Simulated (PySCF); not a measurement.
# C2H6OSi2: the cost of one run

Computed with PySCF 2.14.0, with density-fitted response routines of our own, on a single molecule in the gas phase. Atoms count from 0, in the outputs and in this text.

## (1) Starting geometry

11 atoms, charge 0, multiplicity 1; geometry from: PBE0-D3(BJ)/def2-SVP.

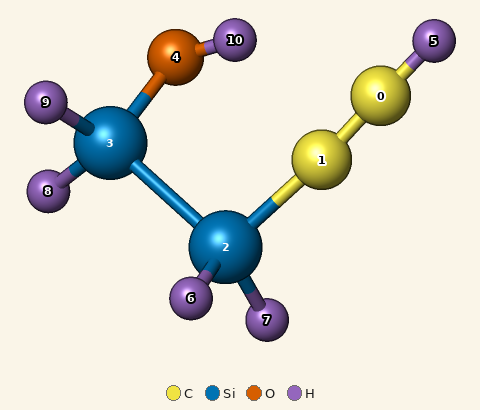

As it starts; carbon yellow, silicon blue, oxygen orange, hydrogen purple, atoms numbered.

## (2) Shielding tensors: PBE0/6-31G*

The job: settings as JSON, then the geometry in Å.

```
{"job": {"kind": "nmr", "xc": "PBE0", "basis": "6-31G*", "pop": true}, "charge": 0, "multiplicity": 1}
C      1.165549     2.088087     0.925957
C      1.187482     0.925300     0.561596
Si     1.042117    -0.817720    -0.019854
Si    -1.288213    -0.999640    -0.297684
O     -1.790626     0.505981    -0.815834
H      1.178474     3.112991     1.253759
H      1.627625    -1.735149     1.002984
H      1.801499    -0.956323    -1.298817
H     -1.694592    -1.990636    -1.333033
H     -1.900691    -1.397004     1.010267
H     -1.290395     1.238339    -0.435164
```

Method: GIAO PBE0/6-31G* NMR shielding, non-relativistic, gas phase.

Started as:

```sh
$ OMP_NUM_THREADS=1 python probes_run.py task.json out
```

The driver reads the jobs from task.json and runs them one after another.

**Question.** How long does this first job take on 1 thread of Intel Xeon 6975P-C, shared host, and how much memory does it need?

About 5.8 s, with a peak of 0.5 GiB.
